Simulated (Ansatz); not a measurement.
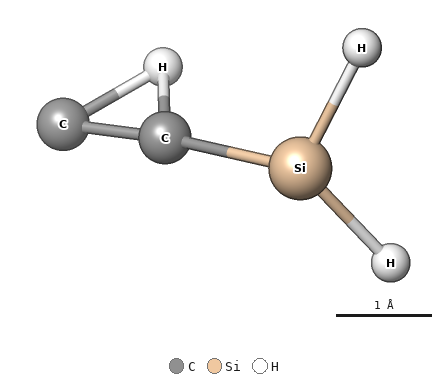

Figure 1. The structure as given in the input (ball-and-stick view, seen at a tilt). Bond lengths as drawn: C–C 1.27 Å, C–H 1.27 to 1.28 Å, C–Si 1.84 Å and H–Si 1.49 Å.

**Run report: C2H3Si, phonon calculation**

The run: phonon calculation of C2H3Si, multiplicity 2. Method and program: UKS PBE0-D4/def2-SVPD (Ansatz 0.2.0).

It belongs to a series of runs on one base structure; here: vibrations at the highest image of the band.

The program's output:
```
Engine: ansatz 0.2.0, aarch64-unknown-linux-gnu
Functional definition: PBE0
  parameter a = 0.25
  parameter kappa = 0.804
  parameter beta = 0.06672455060314922
  exchange = (1 - a)*pbe_x(kappa = kappa, mu = beta*pi^2/3) + a*exact_x
  correlation = pbe_c(beta = beta)
775 factors; their error is unknown
mean field evaluation 1: about -9980.2865 eV, gradient 2.7e1 eV
mean field evaluation 2: about -9960.8026 eV, gradient 5.3e1 eV
mean field evaluation 4: about -9984.8895 eV, gradient 5.2e0 eV
mean field evaluation 8: about -9985.0935 eV, gradient 1.6e-1 eV
mean field evaluation 16: about -9985.1561 eV, gradient 2.9e-4 eV
mean field -9985.15606781 eV, -366.9477173100 hartree, gradient 5.0e-5 eV, S^2 0.753986; 0 other end points of the search recorded, 0 dependent functions left out
the calculation of the forces begins
reference -9985.15609822 eV, -366.9477184277 hartree; 15, 14 occupied and 73, 74 virtual orbitals, 775 factors
these checks for a lower state are left out or cut short: stability, starts, cluster_reference, orbital_swaps, neighbouring_geometries, increment
775 factors; their error is unknown
mean field -9985.15605019 eV, -366.9477166627 hartree, gradient 1.2e-6 eV, S^2 0.753984; 0 other end points of the search recorded, 0 dependent functions left out
[... from here on the field's lines of each further geometry are left out, up to the last ...]
the calculation of the forces begins
reference -9985.15604807 eV, -366.9477165846 hartree; 15, 14 occupied and 73, 74 virtual orbitals, 775 factors
these checks for a lower state are left out or cut short: stability, starts, cluster_reference, orbital_swaps, neighbouring_geometries, increment
775 factors; their error is unknown
mean field -9985.15604094 eV, -366.9477163228 hartree, gradient 2.4e-6 eV, S^2 0.753986; 0 other end points of the search recorded, 0 dependent functions left out
the calculation of the forces begins
reference -9985.15607136 eV, -366.9477174404 hartree; 15, 14 occupied and 73, 74 virtual orbitals, 775 factors
WARN: phonons: modes at or below zero, which the zero-point energy, F, S and C_V leave out: 1, the lowest at -147.06 cm⁻¹. A minimum has none, and a first-order saddle one
Total energy: -9985.24274318 eV, -366.9509025713 hartree
Atom 0 at     1.568470    -1.354970     0.314085 Å, force     0.035474    -0.009734    -0.008532 eV/Å
Atom 1 at     0.717583    -0.446913     0.056772 Å, force    -0.020116     0.005268     0.001607 eV/Å
Atom 2 at    -0.339545     0.984296    -0.412731 Å, force     0.019233     0.008678    -0.006414 eV/Å
Atom 3 at     0.386574    -1.463744     0.762763 Å, force    -0.023110     0.006590     0.007851 eV/Å
Atom 4 at    -1.256721     0.664366    -1.540798 Å, force    -0.004085    -0.000878     0.010350 eV/Å
Atom 5 at    -1.034360     1.552966     0.773709 Å, force    -0.007396    -0.009923    -0.004862 eV/Å
Dipole moment:    -0.568973     0.438875    -0.070345 e Å
Vibrations: -147.06 107.28 214.40 340.79 597.58 638.95 673.63 914.03 1942.12 2239.39 2269.81 2435.74 cm⁻¹, zero-point energy 0.767073 eV
```

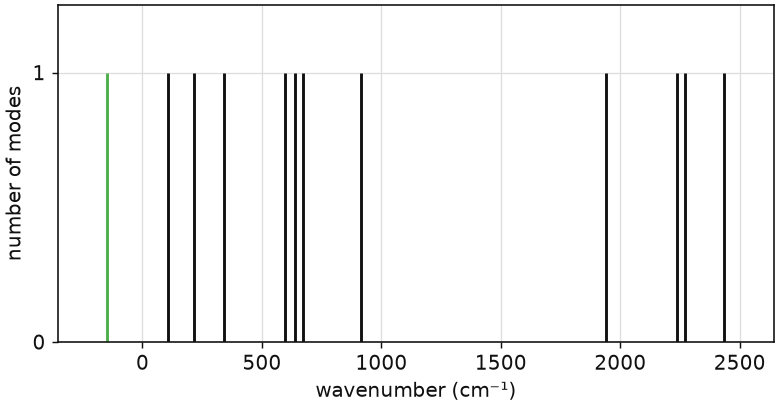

Figure 2. Harmonic vibrational wavenumbers from the force constants; neighbouring modes closer than 12 cm⁻¹ are counted in one stick, and imaginary ones are drawn at negative wavenumbers. 12 modes from 147i to 2436 cm⁻¹, 1 imaginary beyond 8i (147i cm⁻¹): a first-order saddle point, if the geometry is stationary.

This output came from the following input.

The input:
```yaml
crystal:
  periodic: [false, false, false]
  atoms:
    - { symbol: C, position_ang: [1.56847, -1.35497, 0.314085] }
    - { symbol: C, position_ang: [0.717583, -0.446913, 0.056772] }
    - { symbol: Si, position_ang: [-0.339545, 0.984296, -0.412731] }
    - { symbol: H, position_ang: [0.386574, -1.463744, 0.762763] }
    - { symbol: H, position_ang: [-1.256721, 0.664366, -1.540798] }
    - { symbol: H, position_ang: [-1.03436, 1.552966, 0.773709] }
magnetization:
  spin_polarized: true
  initial_magnetization: 1
basis:
  gaussian: { orbitals: def2-SVPD }
hamiltonian:
  xc: pbe0
  dispersion: d4
phonons: {}
```

Run as:
```bash
ansatz run input.yaml --threads 2 --pin off --max-ram 3072MiB --backend cpu --events-out ev --progress --plain --runs-dir out
```

Results in brief:

```csv
quantity,value
outcome,converged
total energy,−9985.2427 eV
mean-field energy,−9985.1561 eV
⟨S²⟩,0.754
largest force (length of the vector),0.038 eV/Å
hardware,"2 threads of Arm Neoverse V1, 24 GiB of memory available, shared host"
wall time,42 s (CPU time 81 s)
peak memory,0.17 GiB
```
